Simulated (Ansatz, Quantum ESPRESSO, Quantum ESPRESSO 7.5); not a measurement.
# H-GaAs-H chair, 1 layer: biaxial strain by an ASE script

How do the band edges of H-GaAs-H chair, 1 layer move against the vacuum when the sheet is stretched?

Main program and level: Quantum ESPRESSO 7.5; plane-wave DFT, PBE, GBRV ultrasoft pseudopotentials (geometry by Ansatz 0.2.0 with PAW datasets; geometry under PBE).

**1. Starting point**

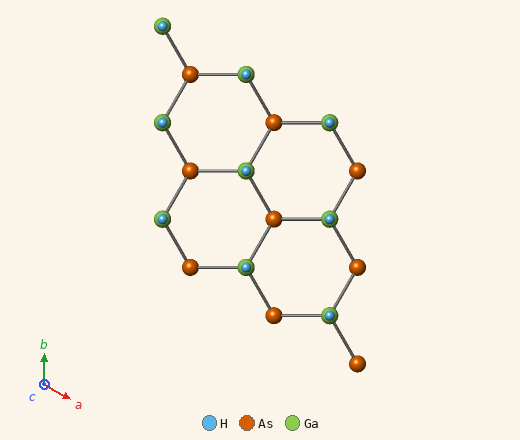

The cell as given, from above (hydrogen blue, arsenic orange, gallium green). 3×3×1 cells are drawn.

The cell holds 4 atoms: 2 H, 1 As and 1 Ga. Its edges and angles: a = 3.977 Å, b = 3.977 Å, c = 18.833 Å, α = 90.0°, β = 90.0°, γ = 120.0°. Vacuum lies along c.

Coordinates:

```cif
data_structure
_symmetry_space_group_name_H-M 'P 1'
_symmetry_Int_Tables_number 1
_cell_length_a 3.9765
_cell_length_b 3.9765
_cell_length_c 18.8333
_cell_angle_alpha 90.000
_cell_angle_beta 90.000
_cell_angle_gamma 120.000
_cell_volume 257.91
loop_
_atom_site_label
_atom_site_type_symbol
_atom_site_fract_x
_atom_site_fract_y
_atom_site_fract_z
_atom_site_occupancy
H1 H 0.66667 0.33333 0.39823 1
As2 As 0.66667 0.33333 0.47788 1
Ga3 Ga 0.33333 0.66667 0.52053 1
H4 H 0.33333 0.66667 0.60177 1
```

This sheet is a model structure: its symmetry is held, and its stability is not tested here.

**2. Geometry from Ansatz**

The geometry comes first, from a plane-wave PAW code, so that the later runs on this slab share one structure.

File input.yaml:

```yaml
crystal:
  lattice:
    - [3.9765, 0.0, 0.0]
    - [-1.98825, 3.4437500181, 0.0]
    - [0.0, 0.0, 18.8333333333]
  atoms:
    - { symbol: H, position: [0.6666666667, 0.3333333333, 0.3982300885] }
    - { symbol: As, position: [0.6666666667, 0.3333333333, 0.4778761062] }
    - { symbol: Ga, position: [0.3333333333, 0.6666666667, 0.5205309735] }
    - { symbol: H, position: [0.3333333333, 0.6666666667, 0.6017699115] }
kpoints:
  mp_grid: { grid: [12, 12, 1] }
hamiltonian:
  xc: pbe
scf:
  occupations: { method: fermi_dirac, width: 0.05 }
  convergence: { dr2_threshold: 1.0e-08 }
efield:
  axis: 3
  dipole_correction: true
  ramp_position: 0.97
  ramp_width: 0.04
relax:
  f_tol: 0.01
  cell: { fix: [c, alpha, beta] }
output:
  write_potential: true
  write_density: true
  volumetric_format: npy
```

The run is started by

```
$ ansatz run input.yaml --threads 2 --pin off --max-ram 4096MiB --backend cpu --events-out ev --progress --plain --runs-dir out
```

Numbers of over 12 decimals in the logs are rounded to 6 here.

Output:

```text
Warning: relax.cell: scf.convergence.dr2_threshold = 1e-8 eV is looser than the 4e-10 eV advised for a relaxation that steers and ends on the stress (1e-10 eV for each atom of the cell: 4). What an SCF threshold leaves in a stress goes as its square root, and in the free energy as the threshold itself, and one threshold admits the most on a small cell: [figures from the program's tests cut] Set scf.convergence.dr2_threshold to 4e-10 eV or tighter. The threshold is an SCF's pass mark: one that does not reach it within its budget of iterations ends unconverged, or closes short of it on a stop that the run arms, and scf.convergence.dr2_threshold's page says what that costs each kind of run
Engine: ansatz 0.2.0, aarch64-unknown-linux-gnu
Pseudopotentials: kind: paw
Pseudopotential: H, paw, valence charge 1, recommended cutoff 420 eV (normal), H.paw.azcp
Pseudopotential: As, paw, valence charge 15, recommended cutoff 420 eV (normal), As.paw.azcp
Pseudopotential: Ga, paw, valence charge 13, recommended cutoff 420 eV (normal), Ga.paw.azcp
Functional definition: PBE
  parameter kappa = 0.804
  parameter beta = 0.066725
  exchange = pbe_x(kappa = kappa, mu = beta*pi^2/3)
  correlation = pbe_c(beta = beta)
Crystal: 4 atoms, lattice volume = 257.905 Å³
Basis set: ecut = 420 eV, 5079 PW (Γ), exchange–correlation on 54×54×256 points (8 copies of the dense FFT grid, shifted against one another)
Bands: 19, of which v1, the nominal top of the filled ones, is band 15 counted from 1 (14 counted from 0)
Symmetry: 6 space group operations
Space group: P3m1 (ITA 156), of the structure as read, at distance tolerance 6.4e-5 Å
k-points: 19 of 144 (time reversal used)
Non-local potential: H, projectors of the file, l = 0: 2, l = 1: 1
Non-local potential: As, projectors of the file, l = 0: 2, l = 1: 2, l = 2: 3, l = 3: 1
Non-local potential: Ga, projectors of the file, l = 0: 2, l = 1: 2, l = 2: 3, l = 3: 1
PAW form: soft (Blöchl's): semilocal exchange-correlation on the pseudo side does not see the compensation charge
PAW one-centre angular grid: H, 110 points (default); XC on 64 Gauss nodes
PAW one-centre angular grid: As, 590 points (default); XC on 64 Gauss nodes
PAW one-centre angular grid: Ga, 590 points (default); XC on 64 Gauss nodes
Initial density: superposition of atomic densities (neutral atoms: chi_scale 0, normalization atom), corrected by the library's trained network
Initial wavefunctions: pseudopotential atomic-orbital guess
Functional: x = pbe(κ = 0.804, μ = 0.219515), c = pbe(β = 0.066725)
SCF iter   1: F=—  HF=-8670.922080 eV  |F-HF|=—  |Δ(HF+E_count)|=         —  Δρ=1.26e-3  dr2=7.89e-3  ethr=1.77e-3  p=-0.091 e·Å  D=-6.37e-2 V/Å  ΔV_dip=1.20 eV  dr2_dipole=7.04e-5  V_vac-E_F(+/−)=4.90/3.70 eV  ⟨swp⟩=6.4  Hψ=1915  notcnv=0
efield: sawtooth ramp at fractional position 0.9700 (set: `efield.ramp_position`, or a place that a band, a saddle search or an elastic batch's reference lends), width 0.0400; the density the first Hamiltonian is built on has a dipole p = -0.091 e·Å; the dipole correction subtracts the counter field D = -6.37e-2 V/Å, which shifts the + side's vacuum level by +1.20 eV against the − side's; the planar-averaged density in the ramp window peaks in size at 2.3e-5 e/Å³
preconditioner: auto → Resta (q_TF=auto, 1.906 Å⁻¹)  ε∞=1.5  [insulator: Δε(μ)=1.971 eV  Ē_g=14.036 eV  σ=0.050 eV  W_gap=1.00  n_scr=28 (ndim 8)  ℏωp=10.3 eV  f_vac=0.721  D(μ)=0.00/eV (n_scr^D=0)  ε∞_Penn≈1.5  vacuum switching on, ρ_ref=1.4e-2 e/Å³]
SCF iter   2: F=—  HF=-8670.921680 eV  |F-HF|=—  |Δ(HF+E_count)|=   4.00e-4  Δρ=5.83e-4  dr2=1.39e-3  ethr=2.63e-5  p=-0.087 e·Å  D=-6.10e-2 V/Å  ΔV_dip=1.15 eV  dr2_dipole=2.48e-4  V_vac-E_F(+/−)=4.80/3.66 eV  ⟨swp⟩=2.0  Hψ=779  notcnv=0
SCF iter   3: F=—  HF=-8670.922349 eV  |F-HF|=—  |Δ(HF+E_count)|=   6.69e-4  Δρ=2.83e-4  dr2=5.08e-4  ethr=4.64e-6  p=-0.097 e·Å  D=-6.80e-2 V/Å  ΔV_dip=1.28 eV  dr2_dipole=2.60e-5  V_vac-E_F(+/−)=4.83/3.55 eV  ⟨swp⟩=2.0  Hψ=614  notcnv=0
SCF iter   4: F=—  HF=-8670.922691 eV  |F-HF|=—  |Δ(HF+E_count)|=   3.42e-4  Δρ=1.03e-4  dr2=4.01e-5  ethr=1.69e-6  p=-0.096 e·Å  D=-6.76e-2 V/Å  ΔV_dip=1.27 eV  dr2_dipole=6.88e-6  V_vac-E_F(+/−)=4.79/3.51 eV  ⟨swp⟩=2.0  Hψ=480  notcnv=0
SCF iter   5: F=—  HF=-8670.922726 eV  |F-HF|=—  |Δ(HF+E_count)|=   3.46e-5  Δρ=4.91e-5  dr2=1.43e-5  ethr=1.34e-7  p=-0.098 e·Å  D=-6.88e-2 V/Å  ΔV_dip=1.30 eV  dr2_dipole=1.19e-6  V_vac-E_F(+/−)=4.79/3.49 eV  ⟨swp⟩=2.0  Hψ=590  notcnv=0
SCF iter   6: F=—  HF=-8670.922727 eV  |F-HF|=—  |Δ(HF+E_count)|=   1.78e-6  Δρ=1.56e-5  dr2=8.31e-7  ethr=4.77e-8  p=-0.098 e·Å  D=-6.87e-2 V/Å  ΔV_dip=1.29 eV  dr2_dipole=2.33e-8  V_vac-E_F(+/−)=4.79/3.49 eV  ⟨swp⟩=2.0  Hψ=581  notcnv=0
SCF iter   7: F=—  HF=-8670.922750 eV  |F-HF|=—  |Δ(HF+E_count)|=   2.28e-5  Δρ=3.51e-6  dr2=3.25e-8  ethr=2.77e-9  p=-0.098 e·Å  D=-6.87e-2 V/Å  ΔV_dip=1.29 eV  dr2_dipole=6.38e-10  V_vac-E_F(+/−)=4.79/3.49 eV  ⟨swp⟩=2.0  Hψ=456  notcnv=0
SCF iter   8: F=-8670.922751 eV  HF=-8670.922751 eV  |F-HF|=6.53e-9  |Δ(HF+E_count)|=   2.86e-7  Δρ=7.32e-7  dr2=1.61e-9  ethr=3.33e-11  p=-0.098 e·Å  D=-6.87e-2 V/Å  ΔV_dip=1.29 eV  dr2_dipole=1.30e-11  V_vac-E_F(+/−)=4.79/3.49 eV  ⟨swp⟩=8.5  Hψ=2164  notcnv=0
SCF 1 converged in 8 iterations: F = -8670.922751 eV  dr2 = 1.61e-9
  greatest PAW one-centre occupation: 0.999 electrons in one spin orbital (limit 2), on the As atom at site 1 (counted from 0), in its partial waves of l = 2
relax step   1: F+E_penalty+E_count = -8670.92275055 eV  Δ(F+E_penalty+E_count) = +0.000e0 eV  max|allowed force component| = 4.386e-1 eV/Å  Δτ_max = 0.0000 Å  P = +0.829 GPa  Ω = 257.905 Å³  fix = [c, alpha, beta]  reactions: c +0.821 GPa  (8 SCF iters, accepted)
Crystal: 4 atoms, lattice volume = 265.373 Å³
Basis set: ecut = 420 eV, 5211 PW (Γ), exchange–correlation on 54×54×256 points (8 copies of the dense FFT grid, shifted against one another)
Initial density: handed on by an earlier stage of this run
Initial wavefunctions: those handed on with the density
iter 1 solved again at ethr=1.52e-5 eV; its pass at ethr=3.10e-3 eV (dr2=4.57e-3 eV) is discarded
SCF iter   1: F=—  HF=-8670.958134 eV  |F-HF|=—  |Δ(HF+E_count)|=         —  Δρ=1.15e-3  dr2=4.58e-3  ethr=1.52e-5  p=-0.101 e·Å  D=-6.87e-2 V/Å  ΔV_dip=1.29 eV  dr2_dipole=7.18e-5  V_vac-E_F(+/−)=4.86/3.57 eV  ⟨swp⟩=1.4  Hψ=2305  notcnv=0
[...]
relax step   5: F+E_penalty+E_count = -8670.96284473 eV  Δ(F+E_penalty+E_count) = -3.256e-4 eV  max|allowed force component| = 8.818e-4 eV/Å  Δτ_max = 0.0056 Å  P = -0.001 GPa  Ω = 271.371 Å³  energy of the carried Pulay correction = -1.770e-3 eV  fix = [c, alpha, beta]  reactions: c +0.001 GPa  (7 SCF iters, accepted)
Basis set: ecut = 420 eV, 5283 PW (Γ), exchange–correlation on 60×60×256 points (8 copies of the dense FFT grid, shifted against one another)
Initial wavefunctions: pseudopotential atomic-orbital guess (no wavefunctions were taken with the density)
iter 1 solved again at ethr=5.33e-7 eV; its pass at ethr=3.10e-3 eV (dr2=1.60e-4 eV) is discarded
SCF iter   1: F=—  HF=-8670.956225 eV  |F-HF|=—  |Δ(HF+E_count)|=         —  Δρ=2.63e-4  dr2=6.14e-6  ethr=5.33e-7  p=-0.098 e·Å  D=-6.55e-2 V/Å  ΔV_dip=1.23 eV  dr2_dipole=1.96e-9  V_vac-E_F(+/−)=5.09/3.86 eV  ⟨swp⟩=3.1  Hψ=2791  notcnv=0
efield: sawtooth ramp at fractional position 0.9700 (set: `efield.ramp_position`, or a place that a band, a saddle search or an elastic batch's reference lends), width 0.0400; the density the first Hamiltonian is built on has a dipole p = -0.098 e·Å; the dipole correction subtracts the counter field D = -6.55e-2 V/Å, which shifts the + side's vacuum level by +1.23 eV against the − side's; the planar-averaged density in the ramp window peaks in size at 4.1e-6 e/Å³
preconditioner: auto → Resta (q_TF=auto, 1.890 Å⁻¹)  ε∞=1.5  [insulator: Δε(μ)=1.667 eV  Ē_g=13.854 eV  σ=0.050 eV  W_gap=1.00  n_scr=28 (ndim 8)  ℏωp=10.1 eV  f_vac=0.723  D(μ)=0.00/eV (n_scr^D=0)  ε∞_Penn≈1.5  vacuum switching on, ρ_ref=1.4e-2 e/Å³]
SCF iter   2: F=—  HF=-8670.961947 eV  |F-HF|=—  |Δ(HF+E_count)|=   5.72e-3  Δρ=1.32e-4  dr2=1.78e-6  ethr=2.05e-8  p=-0.098 e·Å  D=-6.55e-2 V/Å  ΔV_dip=1.23 eV  dr2_dipole=6.42e-9  V_vac-E_F(+/−)=5.09/3.86 eV  ⟨swp⟩=2.8  Hψ=652  notcnv=0
SCF iter   3: F=—  HF=-8670.964418 eV  |F-HF|=—  |Δ(HF+E_count)|=   2.47e-3  Δρ=4.43e-5  dr2=3.61e-7  ethr=5.93e-9  p=-0.098 e·Å  D=-6.55e-2 V/Å  ΔV_dip=1.23 eV  dr2_dipole=3.88e-8  V_vac-E_F(+/−)=5.09/3.86 eV  ⟨swp⟩=2.8  Hψ=636  notcnv=0
SCF iter   4: F=—  HF=-8670.964887 eV  |F-HF|=—  |Δ(HF+E_count)|=   4.69e-4  Δρ=7.73e-6  dr2=1.95e-7  ethr=1.20e-9  p=-0.098 e·Å  D=-6.54e-2 V/Å  ΔV_dip=1.23 eV  dr2_dipole=3.77e-8  V_vac-E_F(+/−)=5.09/3.86 eV  ⟨swp⟩=2.4  Hψ=603  notcnv=0
SCF iter   5: F=—  HF=-8670.964905 eV  |F-HF|=—  |Δ(HF+E_count)|=   1.83e-5  Δρ=1.94e-6  dr2=1.17e-8  ethr=6.50e-10  p=-0.098 e·Å  D=-6.55e-2 V/Å  ΔV_dip=1.23 eV  dr2_dipole=1.88e-9  V_vac-E_F(+/−)=5.09/3.86 eV  ⟨swp⟩=2.0  Hψ=423  notcnv=0
iter 6 met the thresholds in force, and the SCF goes on: an eigenvalue changes by 3.93 meV, over its tolerance of 3.16 meV (output.eigenvalues, Limitations)
SCF iter   6: F=-8670.964906 eV  HF=-8670.964906 eV  |F-HF|=6.49e-7  |Δ(HF+E_count)|=   4.78e-7  Δρ=8.54e-7  dr2=1.02e-9  ethr=3.33e-11  p=-0.098 e·Å  D=-6.54e-2 V/Å  ΔV_dip=1.23 eV  dr2_dipole=1.45e-11  V_vac-E_F(+/−)=5.09/3.86 eV  ⟨swp⟩=10.8  Hψ=2374  notcnv=0
SCF iter   7: F=-8670.964906 eV  HF=-8670.964906 eV  |F-HF|=1.32e-7  |Δ(HF+E_count)|=   5.17e-7  Δρ=2.90e-7  dr2=1.34e-10  ethr=3.39e-12  p=-0.098 e·Å  D=-6.55e-2 V/Å  ΔV_dip=1.23 eV  dr2_dipole=4.61e-13  V_vac-E_F(+/−)=5.09/3.86 eV  ⟨swp⟩=6.2  Hψ=2073  notcnv=0
SCF 6 converged in 7 iterations: F = -8670.964906 eV  dr2 = 1.34e-10
relax step   6: F+E_penalty+E_count = -8670.96490632 eV  Δ(F+E_penalty+E_count) = -2.062e-3 eV  max|allowed force component| = 8.770e-4 eV/Å  Δτ_max = 0.0000 Å  P = +0.004 GPa  Ω = 271.371 Å³  fix = [c, alpha, beta]  reactions: c -0.000 GPa  stress off target by 5.51e-3 GPa on what of the cell is left free  SCF on the basis re-selected at this cell (its energy is not comparable with the rows above)  (7 SCF iters)
basis re-selected at this cell: Δ(F+E_penalty+E_count) = -2.062e-3 eV, ΔP = +0.004 GPa vs the last step (what re-selecting the basis moved, of the pressure what is left beyond the Pulay correction that the steps carried, after the strain that the cell walked since its last selection, with what the two solves' SCF thresholds leave and, on support functions, any second-order correction that the steps lacked; it is no measure of the basis error at this ecutwfc). The dense FFT grid was sized anew with the basis: this SCF ran on 30×30×128 points, the steps before it on 27×27×128, so part of this shift can come from that change (see relax.cell in the input reference). [rest of the remark cut]
WARN: The output density's exchange-correlation potential varies sharply where the density is thin. Do not read a vacuum level from v_tot or v_xc, or from such a field of the output density. On a cell that repeats whose density bears no net charge and no dipole along the vacuum's axis use v_es (v_loc + v_h of the components); under efield.dipole_correction with no amplitude use v_es + v_field, which holds any externa [...]
SCF converged after 7 iterations
an eigenvalue changed by more than its tolerance at an iteration that met the thresholds in force, so the SCF went on 1 time: the last check found none over its tolerance
Free energy (F): -8670.964906 eV
Harris-Foulkes:  -8670.964906 eV  (|F-HF|=1.32e-7)
Internal energy: -8670.964906 eV  (E = F + TS)
E sigma→0 (E₀):  -8670.964906 eV
Fermi energy:    -2.173846 eV
Dipole field:    D = -0.065451 V/Å  (p = -0.098156 e·Å, saw-weighted, corrected)
Work function:   Φ+ = 5.0901 eV   Φ− = 3.8574 eV
Levels:          The Fermi level and band energies are counted from a zero that moves with the ramp; work functions are not
--- Per-component energies (eV) ---
  E_band       = -621.981377
  E_kinetic    = 244.007784
  E_local      = -17150.609036  (includes V_loc(G=0)·N_el)
  E_nonlocal   = -242.748658
  E_hartree    = 8433.308348
  E_xc         = -164.919148
  E_vxc        = -158.584123  (∫ρ·V_xc dr)
  E_paw        = -3825.391611  (= ΣΔE_a)
  E_vpaw       = -180.954850  (= ΣTr[D̂ρ^β])
  E_aug_tail   = -0.002392  (compensation charges beyond the density's cutoff)
  E_efield     = 0.003212  (sawtooth field / dipole correction)
  E_vefield    = 0.292402  (∫n·V_field dr)
  E_ewald      = 4035.386594
  E_smearing   = -0.000000  (= −TS)
  E_closure    = -0.000000  (closes the sum)
  Σ components = -8670.964906   (vs F -8670.964906, Δ=0.00e0)
--- Forces (eV/Å), atoms counted from 1 ---
  atom   1  H      0.00000000    -0.00000000     0.00050659
  atom   2  As    -0.00000000     0.00000000    -0.00087355
  atom   3  Ga    -0.00000000    -0.00000000     0.00029297
  atom   4  H      0.00000000    -0.00000000     0.00008764
  max |Σ_I F_I| component: 1.37e-5 eV/Å
--- Stress (GPa, compression-positive) ---
        0.005509       0.000000      -0.000000
        0.000000       0.005509      -0.000000
       -0.000000      -0.000000      -0.000201
  P = ⅓ Tr σ = 0.0036 GPa (0.036 kbar)
--- Band table (eV; the first three rows and the last of 19) ---
  k-point 0: bands = [... 11 lower, -8.6825, -5.1255, -3.0323, -3.0323, -1.3628, 0.7713, 1.9719, 2.0042]
  k-point 1: bands = [... 11 lower, -8.6669, -5.1695, -3.6395, -3.1498, -0.7499, 0.7989, 1.8315, 2.0568]
  k-point 2: bands = [... 11 lower, -8.6360, -5.4169, -4.4206, -3.4344, -0.0936, 0.9085, 1.9170, 2.2558]
  k-point 18: bands = [... 11 lower, -9.0355, -6.7357, -5.8387, -4.7781, 1.4601, 1.7874, 2.2835, 3.5811]
--- Relaxed structure (5 steps of the walk, 4 accepted, 1 SCFs on fresh bases) ---
  F+E_penalty+E_count = -8670.96490632 eV   max|allowed force component| = 8.770e-4 eV/Å   (the final SCF, on the basis selected at the relaxed cell)
  cell:  # Å, volume = 271.3710 Å³
    - [4.078991, 0.0, 0]
    - [-2.039496, 3.532510, 0]
    - [0, 0, 18.8333333333]
  atoms:
    - { symbol: H, position: [0.666667, 0.333333, 0.397479] }
    - { symbol: As, position: [0.666667, 0.333333, 0.478207] }
    - { symbol: Ga, position: [0.333333, 0.666667, 0.519892] }
    - { symbol: H, position: [0.333333, 0.666667, 0.602829] }
```

It took 45 s on 2 threads of Arm Neoverse N1, shared host; peak memory 0.49 GiB.

Step by step:

| step | energy less that of the first step (eV) | largest force component (eV/Å) | pressure (GPa) | volume (Å³) |
| --- | --- | --- | --- | --- |
| 1 | 0.0000 | 0.4386 | 0.83 | 257.91 |
| 2 | -0.0341 | 0.1306 | 0.30 | 265.37 |
| 3 | -0.0398 | 0.0530 | 0.04 | 271.25 |
| 4 | -0.0315 | 0.3380 | -0.14 | 271.49 |
| 5 | -0.0401 | 0.0009 | 0.00 | 271.37 |
| 6* | -0.0422 | 0.0009 | 0.00 | 271.37 |

Relaxation steps marked * repeat the geometry before them on a plane-wave basis chosen anew for their cell, so energy and pressure can jump there. Relaxation step 4 was tried and not accepted.

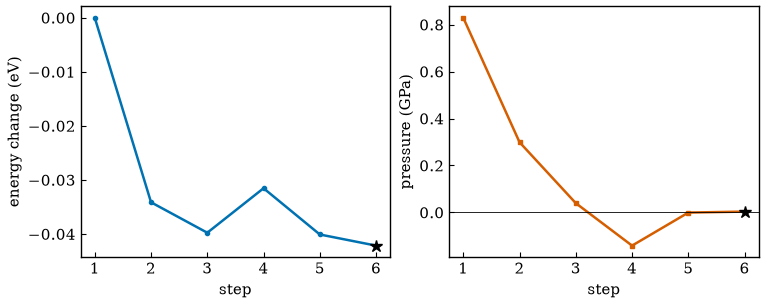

Energy and pressure along the relaxation. Stars mark steps on a basis chosen anew.

| cell as run | before | after | change |
| --- | --- | --- | --- |
| a (Å) | 3.977 | 4.079 | +2.6 % |
| b (Å) | 3.977 | 4.079 | +2.6 % |

The atoms that moved most (Å, along periodic axes as changes of fractional coordinates times the final cell, across vacuum about the mean position):

| atom | dx | dy | dz | length |
| --- | --- | --- | --- | --- |
| H4 | 0.000 | 0.000 | 0.020 | 0.020 |
| H1 | 0.000 | 0.000 | -0.014 | 0.014 |
| Ga3 | 0.000 | 0.000 | -0.012 | 0.012 |
| As2 | 0.000 | 0.000 | 0.006 | 0.006 |

The relaxed structure:

```xyz
4
Lattice="4.0790 0.0000 0.0000 -2.0395 3.5325 0.0000 0.0000 0.0000 18.8333" Properties=species:S:1:pos:R:3
H     2.0395    1.1775    7.4859
As    2.0395    1.1775    9.0062
Ga    0.0000    2.3550    9.7913
H     0.0000    2.3550   11.3533
```

Read from the output:

| Quantity | Value |
| --- | --- |
| free energy | -8670.9649 eV |
| Fermi energy | -2.174 eV |
| gap by band count | 1.670 eV |
| symmetry operations | 6 |
| dipole along the normal | -0.09816 e·Å |
| vacuum level at the upper face over a Fermi level inside the gap | 5.090 eV |
| vacuum level at the lower face over a Fermi level inside the gap | 3.857 eV |

[end of part 1 of 2]

[Logs are printed without paths, hosts, clocks, repeated set-up lines and the standing remarks that a program may print on its own settings, such as how far it seeks lower states.]

[Hosts, paths, dates, database ids (printed as entryN), source tags and the programs' standing remarks are cut or masked in the printed files.]

[Maps of the electrostatic potential energy from Ansatz leave out the sawtooth potential of an applied field or a dipole correction, so their vacuum need not be flat; planar profiles and work functions include it.]
